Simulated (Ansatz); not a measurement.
## Amorphous Si$_{30}$N$_{41}$Al

It comes from a melt-quench run on a machine-learned potential (CHGNet), relaxed afterwards by DFT. N atoms were pushed apart under 1.9 Å during the dynamics, to hinder bonds among them. The hot cell started wider than the set density and was brought back towards it in steps. It is the lowest in DFT energy of 2 quenches. It is a model cell: composition and starting density were chosen by hand, and all elements were melted together. No dispersion term was used.

Methods: PBE, scalar-relativistic without spin-orbit coupling (Ansatz, a first-principles code); r2SCAN, scalar-relativistic without spin-orbit coupling (Ansatz); HSE06, scalar-relativistic without spin-orbit coupling (Ansatz). Geometry, pressure, stress and energy are those of the PBE run. Its sampling: a 2×2×2 Γ-centred mesh; Fermi-Dirac width 0.02 eV; no spin polarisation. Other functionals are single points at the zone centre (r2SCAN at 500 eV; exact exchange cut at the cell's faces), free to take moments where seeds were set. At PBE the levels at the filled edge of the gap are localised (band-tail or defect states), and the nearest spread-out levels lie 2.9 eV apart at the zone centre.

```yaml
number_of_atoms_in_the_cell: 72
Density (held, not predicted): 2.96 g/cm³
volume_per_atom: 11.24 Å³
Pressure on a 2×2×2 Γ-centred mesh: 5.88 GPa
Largest force and stress component on that mesh (the relaxation ran on the zone centre alone): 0.13 eV/Å and 6.0 GPa
Energy relative to beta Si3N4 + wurtzite AlN (lowest mix at this level among the phases computed, not always the ambient ones): 0.372 eV/atom
Level gap on a 2×2×2 Γ-centred mesh (PBE): 2.54 eV
Level gap at the zone centre (PBE): 2.58 eV
Level gap at the zone centre (r2SCAN): 2.97 eV
Level gap at the zone centre (HSE06): 3.91 eV
```

Cut-offs for bonds: Si-Si 2.60 Å, Si-N 2.20 Å, Si-Al 2.55 Å, N-N 1.70 Å, N-Al 2.30 Å, Al-Al 2.66 Å. Two cations that share two anions don't count as bonded, nor two that share one unless they lie closer than Si-Si 2.38 Å, Si-Al 2.48 Å, Al-Al 2.59 Å.

```json
{
 "Mean coordination of Si by anions": "4.07 (28 with 4, 2 with 5)",
 "Mean coordination of N": "3.07 (38 with 3, 3 with 4)",
 "Mean coordination of Al by anions": "4.00 (1 with 4)",
 "Mean Si-N bond": "1.759 Å (spread 0.071 Å, 122 counted)",
 "Mean N-Al bond": "1.893 Å (spread 0.092 Å, 4 counted)"
}
```

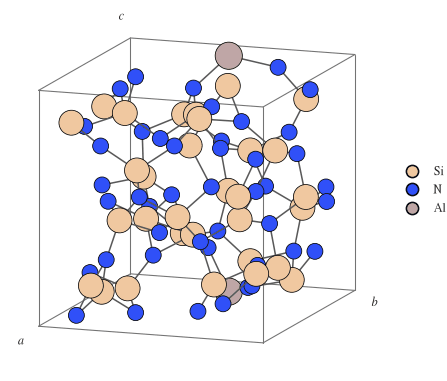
The relaxed cell

Its density started from a set value of 2.96 g/cm³. The quench (nominally 450 K/ps over its main leg) was far faster than any real one, so the model tends to hold more defects than a real film. Values belong to this one cell and scatter from quench to quench. The volume was held where the preparation left it and the shape relaxed, at a PBE pressure of 5.9 GPa. Stress components on the final sampling reach 6.0 GPa. On a 2×2×2 Γ-centred mesh force components of up to 0.13 eV/Å stay, since the relaxation ran on the zone centre alone.
